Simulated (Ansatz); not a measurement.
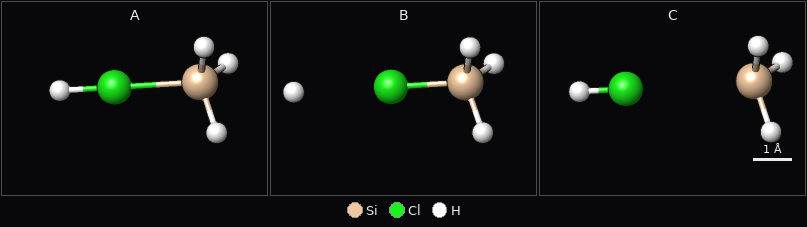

3 geometries from a converged minimum-energy path of SiH₄Cl (multiplicity 2), made up at the start of SiH3Cl and H, shuffled. The picture is a ball-and-stick view, seen at a tilt.

Method: Ansatz, UKS CAM-B3LYP/6-31G*. Set-up: 5 movable images; climbing image; force threshold 0.03 eV/Å; iteration limit 60; starting path through a guess of the saddle point.

**One of them is the converged climbing image. Which?**

A. In order along the path, whose images run from 0 to 6: B (image 1, +0.4 kcal/mol), A (image 3, +18.9 kcal/mol), C (image 5, +4.0 kcal/mol). Breaking: Cl–Si (2.07 → 4.11 Å). Forming: Cl–H (3.22 → 1.29 Å).

Limits of the set-up: the start holds two separate molecules, 3.2 Å apart at their closest, whose relative position is a soft coordinate and is computed without a dispersion correction.

The run took 100 s on 1 thread of Intel(R) Xeon(R) Platinum 8488C (Sapphire Rapids) (shared host), peak memory 0.14 GiB.
